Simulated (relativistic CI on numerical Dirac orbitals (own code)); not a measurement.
```
atom Fe  Z=26  charge=3  electrons=23
nucleus A=56  rms_radius_fm=3.7377
hamiltonian dirac-coulomb  breit=on  qed=on  c_scale=1
orbitals kli  potential=per-configuration
slater_scale 1
correlation none
mixing on
configurations
  [Ar] 3d5
  [He] 2s2 2p5 3s2 3p6 3d6
end
absorption L2,3 T=80 lorentz=0.6 gauss=0.3
crystal_field Td 10Dq=-1800
```

Multiplet model: relativistic Dirac–Coulomb–Breit theory, one configuration a step, Slater integrals scaled by 1, 80 K, Voigt broadening (Lorentzian 0.6 eV, Gaussian 0.3 eV full widths), computed with a radial Dirac CI code.

The L₂,₃ X-ray absorption spectrum that results:

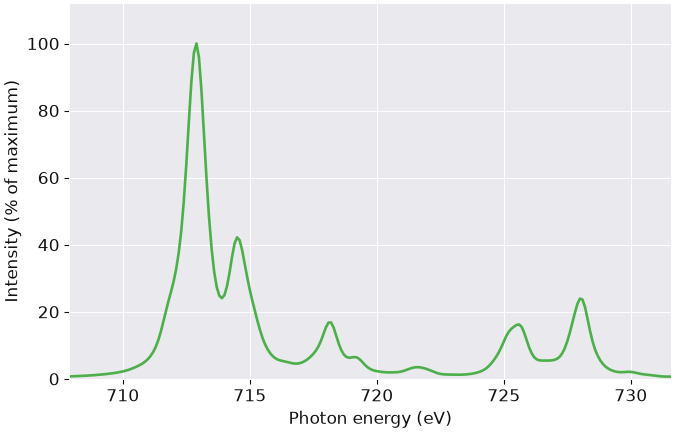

The main maxima lie at 712.9 eV (100), 714.5 eV (42), 718.2 eV (17), 725.6 eV (16) and 728.0 eV (24), heights in % of the largest; the centroid is at 716.7 eV. The lower edge holds 0.79 of the intensity (branching ratio, edges parted at 723 eV, split at the minimum of the curve and uncertain by about 0.02), and the core spin-orbit splitting of the orbitals is 13.0 eV. The ground state has S = 2.50.

Note: free-ion energies, so absolute edge positions are off by a few eV from solids.
